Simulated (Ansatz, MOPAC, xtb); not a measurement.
# C2F3N (SMILES [C-]#[N+]C(F)(F)F): the highest harmonic wavenumber at each level's own minimum, rung by rung

C2F3N, singlet, SMILES `[C-]#[N+]C(F)(F)F`. Each level relaxes the structure for itself.

Each level gives the highest harmonic wavenumber at each level's own minimum (cm⁻¹). The values are calculated.

```tsv
level	kind	program	value (cm⁻¹)
AM1	semi-empirical	MOPAC	2337
GFN1-xTB	semi-empirical	xtb	2228
PM6-D3H4	semi-empirical	MOPAC	2047
PM6-DH+	semi-empirical	MOPAC	2046
HF/STO-3G	Hartree–Fock	Ansatz	2514
HF/3-21G	Hartree–Fock	Ansatz	2376
HF/6-31G* (Cartesian functions)	Hartree–Fock	Ansatz	2431
PBE/def2-SVP	GGA	Ansatz	2151
PBE0-D4/def2-TZVP	global hybrid	Ansatz	2232
B3LYP/6-31G* (Cartesian functions)	global hybrid	Ansatz	2217
```

Harmonic and unscaled. The values span 2046 to 2514 cm⁻¹.

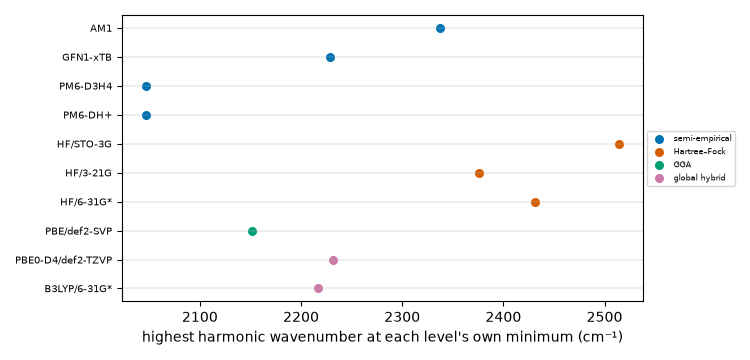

The values of the table, level by level.
